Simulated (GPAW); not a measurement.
Property calculation, with input and output: InNH₄

The run: property calculation of InNH₄. Method and program: PBE/plane waves, scalar-relativistic datasets (GPAW 26.7.0).

The geometry comes from this level: PBE0-D4/def2-TZVP.

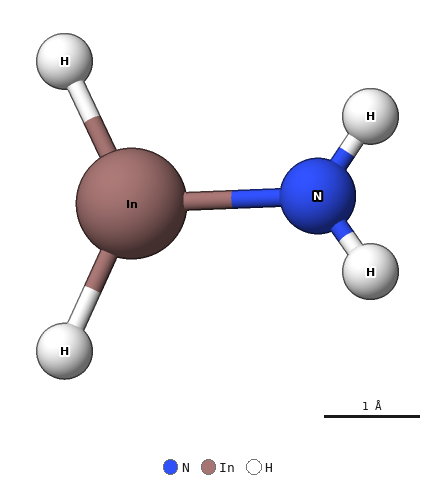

Fig. 1: The input geometry (ball-and-stick view, seen at a tilt). Sticks mark near contacts. Bond lengths as drawn: H–In 1.71 Å, H–N 1.01 Å and In–N 2.01 Å.

## The input (H4InN.py)
```python
import numpy as np
from ase.io.zmatrix import parse_zmatrix
from ase.units import Debye
from gpaw import GPAW, PW

# Set up the molecule
molecule = parse_zmatrix("""
N
In 1 2.006982
H 1 1.006029 2 124.33148
H 1 1.006098 3 111.32922 2 179.68139
H 2 1.712237 1 114.98243 3 179.83438
H 2 1.712083 5 130.02136 1 -179.95697
""")
molecule.center(vacuum=4.5)

# GPAW settings
calculator = GPAW(mode={"name": "pw", "ecut": 450}, xc="PBE", maxiter=100, txt="-")
molecule.calc = calculator

energy = molecule.get_potential_energy()
print(f"Energy: {energy:.5f} eV")
forces = molecule.get_forces()
print("Forces (eV/Ang)")
for symbol, f in zip(molecule.symbols, forces):
    print(f'{symbol:2} {f[0]:9.4f} {f[1]:9.4f} {f[2]:9.4f}')
dipole = molecule.get_dipole_moment() / Debye
print(f"Dipole                  {np.linalg.norm(dipole):.3f} D")
homo, lumo = calculator.get_homo_lumo()
print(f"HOMO: {homo:.3f} eV")
print(f"LUMO = {lumo:.3f} eV")
print(f"Gap                     {lumo - homo:.3f} eV")
```

Run on 1 thread of Arm Neoverse V2, 24 GiB of memory available, shared host.

Run as:
```bash
python3 -u H4InN.py | tee H4InN.out
```

## Output
```
__  _  _
 | _ |_)|_||  |
 |__||  | ||/\| - 26.7.0

units:  Angstrom and eV
cores:  1
OpenMP: False

Versions:
  Python: 3.12.14
  ASE:    3.29.0
  Numpy:  2.5.5
  Scipy:  1.18.1
  Libxc:  7.0.0

        _gpaw.cpython-312-aarch64-linux-gnu.so

Input parameters:
  mode=PW(ecut=450),
  maxiter=100,
  xc=XC(name='PBE')

Diagonalizing LCAO Hamiltonian
Converting LCAO to pw mode
        .-----------------------------.
       /|                             |
      / |                             |
     /  |                             |
    /   |                             |
   /    |                             |
  /     |                             |
 *      |                             |
 |      |               H             |
 |      |      HHN    In              |
 |      |              H              |
 |      .-----------------------------.
 |     /                             /
 |    /                             /
 |   /                             /
 |  /                             /
 | /                             /
 |/                             /
 *-----------------------------*

Atoms  # Å, Bohr magnetons
|   | symbol |        x |        y |        z |    initial magnetic moments |
|---|--------|----------|----------|----------|-----------------------------|
| 0 |      N | 5.067520 | 6.052029 | 4.505470 | ( 0.0000,  0.0000,  0.0000) |
| 1 |     In | 7.074502 | 6.052029 | 4.505470 | ( 0.0000,  0.0000,  0.0000) |
| 2 |      H | 4.500140 | 6.882796 | 4.505470 | ( 0.0000,  0.0000,  0.0000) |
| 3 |      H | 4.500000 | 5.221290 | 4.510682 | ( 0.0000,  0.0000,  0.0000) |
| 4 |      H | 7.797649 | 4.500000 | 4.509956 | ( 0.0000,  0.0000,  0.0000) |
| 5 |      H | 7.797957 | 7.603742 | 4.500000 | ( 0.0000,  0.0000,  0.0000) |

Unit cell  # Å
| periodic |         x |         y |        z |   lengths |    angles |
|----------|-----------|-----------|----------|-----------|-----------|
|       no | 12.297957 |  0.000000 | 0.000000 | 12.297957 | 90.000000 |
|       no |  0.000000 | 12.103742 | 0.000000 | 12.103742 | 90.000000 |
|       no |  0.000000 |  0.000000 | 9.010682 |  9.010682 | 90.000000 |

Number of symmetries: 1
Symmetry operations  # r_c * U_cc + t_c -> r_c
|   | kind |            matrix            |
|---|------|------------------------------|
| 0 |  E   |  1, 0, 0,  0, 1, 0,  0, 0, 1 |

BZ-sampling:
  Number of BZ points: 1
  Number of IBZ points: 1

  Monkhorst-Pack size: [1, 1, 1]
  Monkhorst-Pack shift: [0, 0, 0]

K-points  # in reciprocal-cell coordinates
|   |                                coordinates |     weight |
|---|--------------------------------------------|------------|
| 0 | (  0.00000000,   0.00000000,   0.00000000) | 1.00000000 |

Plane wave coefficients: 14549
Cutoff: 450.00000000000006 eV

Spin-components: 1 (collinear spins)
Bands:           17
Projectors:      23
Spin-degeneracy: 2
Datatype:        float64

  Storage: CPU
  Wave functions: 3_957_328 bytes (3_957_328 per core)
  Projectors: 6_750_736 bytes (6_750_736 per core)

Parallelization:
  kpt:    1
  domain: 1
  band:   1

Density:
  Valence electrons: 22.0
  Components: 1
  Grid points: [63 60 45]
  Charge: 0.0  # |e|

Potential:
  Grid points: [63 60 45]

species:
  N:
    name:    Nitrogen
    Z:       7.0
    valence: 5
    core:    2
    charge:  0.0  # [|e|]
    file:    N.PBE.gz
    compensation charges:
      type: gauss
      rc: 0.18  # [Å]
      lmax: 2
    cutoffs:
      filter: 1.11  # [Å]
      core: 0.96  # [Å]
    projectors
    | kind |    occ | energy [eV] | rcut [Å] |
    |------|--------|-------------|----------|
    |   2s |  2.000 |     -18.583 |    0.603 |
    |   2p |  3.000 |      -7.089 |    0.529 |
    |    s |        |       8.629 |    0.603 |
    |    p |        |      20.123 |    0.529 |
    |    d |        |       0.000 |    0.577 |

    Using partial waves for N as LCAO basis

  In:
    name:    Indium
    Z:       49.0
    valence: 13
    core:    36
    charge:  0.0  # [|e|]
    file:    In.PBE.gz
    compensation charges:
      type: gauss
      rc: 0.36  # [Å]
      lmax: 2
    cutoffs:
      filter: 2.09  # [Å]
      core: 2.48  # [Å]
    projectors
    | kind |    occ | energy [eV] | rcut [Å] |
    |------|--------|-------------|----------|
    |   5s |  2.000 |      -8.203 |    1.185 |
    |   5p |  1.000 |      -2.521 |    1.244 |
    |   4d | 10.000 |     -18.629 |    1.148 |
    |    s |        |      19.008 |    1.185 |
    |    p |        |      24.691 |    1.244 |
    |    d |        |       8.583 |    1.148 |

    Using partial waves for In as LCAO basis

  H:
    name:    Hydrogen
    Z:       1.0
    valence: 1
    core:    0
    charge:  0.0  # [|e|]
    file:    H.PBE.gz
    compensation charges:
      type: gauss
      rc: 0.15  # [Å]
      lmax: 2
    cutoffs:
      filter: 0.85  # [Å]
      core: 0.53  # [Å]
    projectors
    | kind |    occ | energy [eV] | rcut [Å] |
    |------|--------|-------------|----------|
    |   1s |  1.000 |      -6.494 |    0.476 |
    |    s |        |      20.717 |    0.476 |
    |    p |        |       0.000 |    0.476 |

    Using partial waves for H as LCAO basis

Reference energy: -161507.101813  # eV

eigensolver:
  PPCG
  Converge bands: occupied
  niter=2

density mixing:
  MSR1-Mixer
  Pratt-step length: 0.05
  Maximum mixing coefficient: 0.75
  Old densities: 10
  SVD Regularization: 0.005
  Good broyden scale: 1.0
  Trust region scale: 1.0
  Backstep threshold: 4.0
  History deletion threshold: 6.0
  Fourier metric: weight=20.0, sigma=0.015

occupation numbers:
  # Zero width

poisson solver:
  ecut: 3600.0000000000005  # eV

xc functional:
  name: PBE with 2 nearest neighbor stencil

Initialization done in: 0.799 s

convergence criteria:
- Maximum [total energy] change in last 3 cyles: 0.0005 eV / valence electron
- Maximum integral of absolute [dens]ity change: 0.0001 electrons / valence electron
- Maximum integral of absolute [eigenst]ate change: 4e-08 eV^2 / valence electron
maximum number of iterations: 100

SCF iterations
|iter     |     time |      energy | eigst |  dens |
|---------|----------|-------------|-------|-------|
|iter:   1| 00:00:01 |  -26.213966 | +0.19 |       |
|iter:   2| 00:00:02 |  -25.427398 | -1.40 | -0.75 |
|iter:   3| 00:00:02 |  -22.802257 | -0.50 | -0.79 |
|iter:   4| 00:00:03 |  -22.729020 | -1.40 | -1.40 |
|iter:   5| 00:00:04 |  -22.694964 | -2.01 | -1.66 |
|iter:   6| 00:00:05 |  -22.695087 | -3.48 | -2.23 |
|iter:   7| 00:00:05 |  -22.695230c| -4.63 | -2.71 |
|iter:   8| 00:00:06 |  -22.695235c| -5.63 | -3.32 |
|iter:   9| 00:00:07 |  -22.695236c| -6.77 | -3.91 |
|iter:  10| 00:00:08 |  -22.695236c| -7.57c| -4.49c|

Converged in 10 steps
SCF loop duration: 7.192 s (0.719 s/step)
Energy contributions relative to reference atoms: (reference = -161507.101813)

Energy contributions:
  Kinetic:          29.313538
  Coulomb:         -30.186937
  Zero:              0.134883
  External:          0.000000
  Xc:              -21.956720
  Entropy:           0.000000
  Spinorbit:         0.000000
  ----------------------------
  Free energy:     -22.695236
  Extrapolated:    -22.695236

dipole moment: (-0.103481, 0.000138, 0.001364)  # |e|*Ang

Fermi level: -3.462
Eigenvalues  # (at kpt = [0.000, 0.000, 0.000])
| band index |      eig [eV] | occ [0-2] |
|------------|---------------|-----------|
|          0 |       -20.378 |     2.000 |
|        ... |               |           |
|          3 |       -18.129 |     2.000 |
|          4 |       -18.093 |     2.000 |
|          5 |       -17.843 |     2.000 |
|          6 |       -11.124 |     2.000 |
|          7 |       -10.382 |     2.000 |
|          8 |        -7.462 |     2.000 |
|          9 |        -6.766 |     2.000 |
|         10 |        -5.415 |     2.000 |
|         11 |        -1.509 |     0.000 |
|         12 |        -0.699 |     0.000 |
|         13 |        -0.243 |     0.000 |
|         14 |         0.207 |     0.000 |
|         15 |         0.698 |     0.000 |
|         16 |         0.722 |     0.000 |

Gap: 3.906 eV
Transition (v -> c):
  (s=0, k=0, n=10, [0.00, 0.00, 0.00]) -> (s=0, k=0, n=11, [0.00, 0.00, 0.00])
No difference between direct/indirect transitions
vacuum-level: 0.326  # V
Energy: -22.69524 eV

Forces  # eV/Ang
|        x |        y |        z |
|----------|----------|----------|
|  0.52068 | -0.00271 | -0.00273 |  # N    0
|  0.28937 | -0.00188 |  0.00064 |  # In   1
| -0.42242 |  0.57467 | -0.00001 |  # H    2
| -0.42032 | -0.57192 |  0.00378 |  # H    3
|  0.02208 | -0.11360 |  0.00010 |  # H    4
|  0.02266 |  0.11520 | -0.00061 |  # H    5

Force computation time: 0.388  # s
Forces (eV/Ang)
N     0.5207   -0.0027   -0.0027
In    0.2894   -0.0019    0.0006
H    -0.4224    0.5747   -0.0000
H    -0.4203   -0.5719    0.0038
H     0.0221   -0.1136    0.0001
H     0.0227    0.1152   -0.0006
Dipole                  0.497 D
HOMO: -5.415 eV
LUMO = -1.509 eV
Gap                     3.906 eV
```

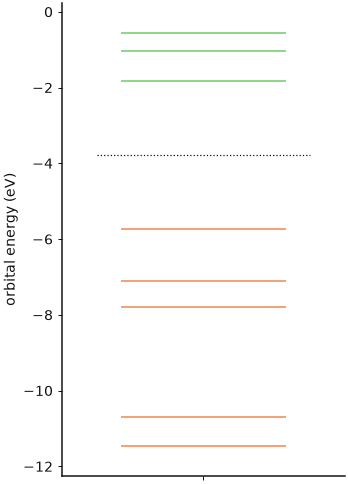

Fig. 2: Orbital energies near the frontier; the dotted line parts filled from empty levels, and levels within 0.02 eV of each other stand side by side. Highest filled −5.74 eV, lowest empty −1.84 eV, 3.90 eV apart.

## Summary

```csv
quantity,value
outcome,converged
energy relative to the program's reference atoms,−22.6952 eV
largest force,0.713 eV/Å
HOMO,−5.74 eV
LUMO,−1.84 eV
dipole moment,0.50 D
wall time,8.9 s
peak memory,0.41 GiB
```
